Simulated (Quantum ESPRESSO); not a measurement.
# Beryllium (P6_3/mmc): zone-centre phonons, part 2 of 2

Aim: the zone-centre modes of Beryllium (P6_3/mmc).

Quantum ESPRESSO 7.5; DFT LDA, scalar-relativistic, plane waves, PseudoDojo norm-conserving pseudopotentials.

So far. Step 2 (A probe with smearing): No gap opens on this mesh, so smearing is kept; the start stands at -8.2 GPa. Step 4 (Ground state): The cell stands at 0.015 GPa, close enough for phonons. The relaxed cell has a = 2.226, c = 3.524 Å (conventional setting).

## Step 5: Zone-centre response

At q = 0 one unit cell holds all displacements; symmetry groups them into irreducible representations that are solved one by one. With smeared occupations no response to a homogeneous field can be asked.

Contents of ph.in:

```
phonons
&inputph
   prefix = 'x'
   outdir = './tmp'
   fildyn = 'g.dyn'
   tr2_ph = 1.0d-18
   alpha_mix(1) = 0.4
   nmix_ph = 8
/
0.000000000000 0.000000000000 0.000000000000
```

The run is started by

```
$ OMP_NUM_THREADS=1 mpirun -n 4 ph.x -nk 4 -in ph.in > ph.out
```

The program printed:

```text
[banners, grids, parts of the stress and lines that vanish by symmetry left out]
[banner, memory and clock lines left out]
Program PHONON v.7.5

     ./tmp/x.save/

     IMPORTANT: XC functional enforced from input :
     Exchange-correlation= PW
                           (   1   4   0   0   0   0   0)
     Any further DFT definition will be discarded
     Please, verify this is what you really want

     G-vector sticks info

     Reading collected, re-writing distributed wavefunctions in ./tmp/

     Number and degeneracy of irreps per q-point
       N         xq(1)         xq(2)         xq(3)   N irreps
       1   0.000000000   0.000000000   0.000000000       4
        1   2   1   2

     Calculation of q =    0.0000000   0.0000000   0.0000000

     phonons

     bravais-lattice index     =            0
     lattice parameter (alat)  =       4.2057  a.u.
     unit-cell volume          =     102.0058 (a.u.)^3
     number of atoms/cell      =            2
     number of atomic types    =            1
     kinetic-energy cut-off    =      88.0000  Ry
     charge density cut-off    =     352.0000  Ry
     convergence threshold     =      1.0E-18
     beta                      =       0.4000
     number of iterations used =            8
     Exchange-correlation= PW
                           (   1   4   0   0   0   0   0)

     celldm(1)=    4.20566  celldm(2)=    0.00000  celldm(3)=    0.00000
     celldm(4)=    0.00000  celldm(5)=    0.00000  celldm(6)=    0.00000

     crystal axes: (cart. coord. in units of alat)
               a(1) = (  1.0000  0.0000  0.0000 )
               a(2) = ( -0.5000  0.8660  0.0000 )
               a(3) = (  0.0000  0.0000  1.5834 )

     reciprocal axes: (cart. coord. in units 2 pi/alat)
               b(1) = (  1.0000  0.5774 -0.0000 )
               b(2) = (  0.0000  1.1547  0.0000 )
               b(3) = (  0.0000 -0.0000  0.6315 )

     Atoms inside the unit cell:

     Cartesian axes

     site n.  atom      mass           positions (alat units)
        1  Be      9.0122   tau(    1) = (   -0.00000    0.57735    0.39585  )
        2  Be      9.0122   tau(    2) = (    0.50000    0.28868    1.18756  )

     Computing dynamical matrix for
                    q = (   0.0000000   0.0000000   0.0000000 )

     25 Sym.Ops. (with q -> -q+G )

     G cutoff =  157.7067  (  11439 G-vectors)     FFT grid: ( 25, 25, 40)

     number of k points=   264  Marzari-Vanderbilt smearing, width (Ry)=  0.0200

     PseudoPot. # 1 for Be read from file:
     ./pseudo/Be.upf
     Pseudo is Norm-conserving, Zval =  4.0
     Using radial grid of 1358 points,  4 beta functions with:
                l(1) =   0
                l(2) =   0
                l(3) =   1
                l(4) =   1

     Mode symmetry, D_6h(6/mmm) point group:

     Atomic displacements:
     There are    4 irreducible representations

     Representation     1      1 modes -  To be done

     Representation     2      2 modes -  To be done

     Representation     3      1 modes -  To be done

     Representation     4      2 modes -  To be done

     Alpha used in Ewald sum =   2.8000

     Representation #   1 mode #   1

     Self-consistent Calculation
      iter #   1   av.it.:   6.9
      thresh= 1.000E-02 alpha_mix =  0.400 |ddv_scf|^2 =  9.180E-05
      iter #   2   av.it.:   7.8
      thresh= 9.581E-04 alpha_mix =  0.400 |ddv_scf|^2 =  2.231E-06
      iter #   3   av.it.:   8.2
      thresh= 1.494E-04 alpha_mix =  0.400 |ddv_scf|^2 =  1.394E-07
      iter #   4   av.it.:   8.7
      thresh= 3.733E-05 alpha_mix =  0.400 |ddv_scf|^2 =  5.113E-11
      iter #   5   av.it.:   7.2
      thresh= 7.151E-07 alpha_mix =  0.400 |ddv_scf|^2 =  1.723E-11
      iter #   6   av.it.:   8.4
      thresh= 4.151E-07 alpha_mix =  0.400 |ddv_scf|^2 =  9.049E-16
      iter #   7   av.it.:   7.5
      thresh= 3.008E-09 alpha_mix =  0.400 |ddv_scf|^2 =  2.775E-16
      iter #   8   av.it.:   7.6
      thresh= 1.666E-09 alpha_mix =  0.400 |ddv_scf|^2 =  2.438E-20

     End of self-consistent calculation

     Convergence has been achieved

     Representation #   2 modes #   2   3

     Self-consistent Calculation
      iter #   1   av.it.:   6.1
      thresh= 1.000E-02 alpha_mix =  0.400 |ddv_scf|^2 =  1.192E-06
      iter #   2   av.it.:   8.5
      thresh= 1.092E-04 alpha_mix =  0.400 |ddv_scf|^2 =  3.363E-07
      iter #   3   av.it.:   9.1
      thresh= 5.799E-05 alpha_mix =  0.400 |ddv_scf|^2 =  4.307E-10
      iter #   4   av.it.:   8.9
      thresh= 2.075E-06 alpha_mix =  0.400 |ddv_scf|^2 =  1.006E-11
      iter #   5   av.it.:   8.6
      thresh= 3.172E-07 alpha_mix =  0.400 |ddv_scf|^2 =  2.005E-13
      iter #   6   av.it.:   9.0
      thresh= 4.478E-08 alpha_mix =  0.400 |ddv_scf|^2 =  6.864E-17
[...]
End of self-consistent calculation

     Convergence has been achieved

     Representation #   3 mode #   4

     Self-consistent Calculation
[...]
End of self-consistent calculation

     Convergence has been achieved

     Representation #   4 modes #   5   6

     Self-consistent Calculation
[...]
iter #   2   av.it.:   8.5
      thresh= 1.017E-04 alpha_mix =  0.400 |ddv_scf|^2 =  3.052E-07
      iter #   3   av.it.:   9.1
      thresh= 5.525E-05 alpha_mix =  0.400 |ddv_scf|^2 =  1.556E-10
      iter #   4   av.it.:   8.5
      thresh= 1.247E-06 alpha_mix =  0.400 |ddv_scf|^2 =  1.162E-11
      iter #   5   av.it.:   8.7
      thresh= 3.409E-07 alpha_mix =  0.400 |ddv_scf|^2 =  1.343E-13
      iter #   6   av.it.:   8.9
      thresh= 3.665E-08 alpha_mix =  0.400 |ddv_scf|^2 =  8.224E-17
      iter #   7   av.it.:   8.8
      thresh= 9.068E-10 alpha_mix =  0.400 |ddv_scf|^2 =  9.769E-18
      iter #   8   av.it.:   8.4
      thresh= 3.126E-10 alpha_mix =  0.400 |ddv_scf|^2 =  1.908E-21

     End of self-consistent calculation

     Convergence has been achieved

     Number of q in the star =    1
     List of q in the star:
          1   0.000000000   0.000000000   0.000000000

     Diagonalizing the dynamical matrix

     q = (    0.000000000   0.000000000   0.000000000 )

 **************************************************************************
     freq (    1) =       0.097786 [THz] =       3.261800 [cm-1]
     freq (    2) =       0.097786 [THz] =       3.261800 [cm-1]
     freq (    3) =       0.106844 [THz] =       3.563945 [cm-1]
     freq (    4) =      14.332792 [THz] =     478.090476 [cm-1]
     freq (    5) =      14.332792 [THz] =     478.090476 [cm-1]
     freq (    6) =      21.221456 [THz] =     707.871566 [cm-1]
 **************************************************************************

     Mode symmetry, D_6h(6/mmm) point group:

     freq (   1-   2) =          3.3  [cm-1]   --> E_1u            I
     freq (   3-   3) =          3.6  [cm-1]   --> A_2u            I
     freq (   4-   5) =        478.1  [cm-1]   --> E_2g            R
     freq (   6-   6) =        707.9  [cm-1]   --> B_1g
```

Wall time 3.5 min (4 MPI ranks of Intel Xeon at 2.50GHz (Skylake/Cascade Lake), shared host); 9.1 min of CPU time.

Numbers from this step:

| Quantity | Value |
| --- | --- |
| largest acoustic frequency at the zone centre before the sum rule | 3.56 cm⁻¹ |
| highest optical zone-centre mode (no LO-TO term) | 707.9 cm⁻¹ |
| lowest optical zone-centre mode | 478.1 cm⁻¹ |

The acoustic modes at Γ come out as far as 3.6 cm⁻¹ from zero, where they should vanish, a small numerical error.

## Step 6: Zone-centre analysis

A rigid shift of the crystal must cost nothing, but grids and finite bases break this; the acoustic sum rule is imposed before the matrix is diagonalised again.

Contents of dynmat.in:

```
&input
   fildyn = 'g.dyn'
   asr = 'crystal'
   fileig = 'dynmat.eig'
/
```

The run is started by

```
$ dynmat.x -in dynmat.in > dynmat.out
```

The program printed:

```text
[banner, memory and clock lines left out]
Program DYNMAT v.7.5

     Reading Dynamical Matrix from file g.dyn
     ...Force constants read
     ...epsilon and Z* not read (not found on file)
     Acoustic Sum Rule: || Z*(ASR) - Z*(orig)|| =    0.000000E+00
     Acoustic Sum Rule: ||dyn(ASR) - dyn(orig)||=    1.342736E-05
     A direction for q was not specified:TO-LO splitting will be absent

     Polarizability (A^3 units)
     multiply by 1.000000 for Clausius-Mossotti correction
         0.000000    0.000000    0.000000
         0.000000    0.000000    0.000000
         0.000000    0.000000    0.000000

     IR activities are in (D/A)^2/amu units

# mode   [cm-1]    [THz]      IR
    1     -0.00   -0.0000    0.0000
    2     -0.00   -0.0000    0.0000
    3     -0.00   -0.0000    0.0000
    4    478.09   14.3328    0.0000
    5    478.09   14.3328    0.0000
    6    707.87   21.2215    0.0000
```

Run time: 1.2 s. Hardware: 1 thread.

Unit eigenvectors of the mass-weighted matrix after the sum rule; no LO-TO term. Modes at Γ:

```tsv
mode	frequency (cm⁻¹)	symmetry
1	0.0	acoustic
2	0.0	acoustic
3	0.0	acoustic
4	478.1	E2g
5	478.1	E2g
6	707.9	B1g
```

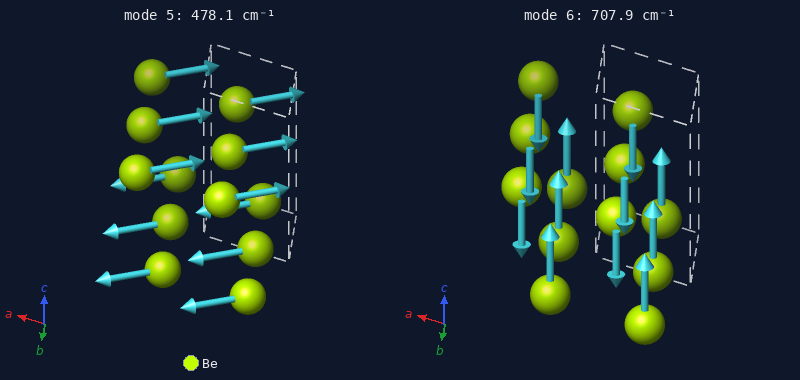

Displacement patterns of modes 5 and 6 at Γ; arrows are exaggerated. 2×3×1 cells are drawn.

The rule moves no optical mode by more than 0.1 cm⁻¹.

## Step 7: Results

| Item | Value |
| --- | --- |
| space group after relaxation | P6_3/mmc |
| volume per atom | 7.56 Å³ |
| highest optical zone-centre mode (no LO-TO term) | 707.9 cm⁻¹ |
| lowest optical zone-centre mode | 478.1 cm⁻¹ |
| imaginary optical modes at the zone centre (no q mesh in this session) | none |

At the LDA level the optical modes of Beryllium (P6_3/mmc) at the zone centre run from 478 to 708 cm⁻¹. Left out of this account: PBE with PseudoDojo NC, since it is gradient-corrected and no frozen-mode check or second program bears its response out; PBEsol with PseudoDojo NC, since it is gradient-corrected and no frozen-mode check or second program bears its response out. What is said of the levels holds for those shown. These are harmonic frequencies at zero temperature: anharmonic shifts and linewidths and thermal expansion are left out. In a metal the frequencies hang on the k mesh and the smearing, most of all near Kohn anomalies.

Computed beside measured:

| quantity | measured | LDA PseudoDojo norm-conserving, Quantum ESPRESSO |
| --- | --- | --- |
| Raman mode, E2g (cm⁻¹) | 455 | 478 (+5.1 %) |

Measured values from arxiv:2109.15077 (2021).

How well it matches: The Raman mode is off by +5.1 %: fair agreement. The grades are ours: good and fair within 3 and 7 % for the Raman mode. For Raman mode the calculation has a static lattice, without zero-point motion or thermal expansion.

[Host names and launcher messages were left out of these logs when they were recorded.]

[Logs are printed without paths, hosts, clocks, repeated set-up lines and the standing remarks that a program may print on its own settings, such as how far it seeks lower states.]

[Hosts, paths, dates, database ids (printed as entryN), source tags and the programs' standing remarks are cut or masked in the printed files.]
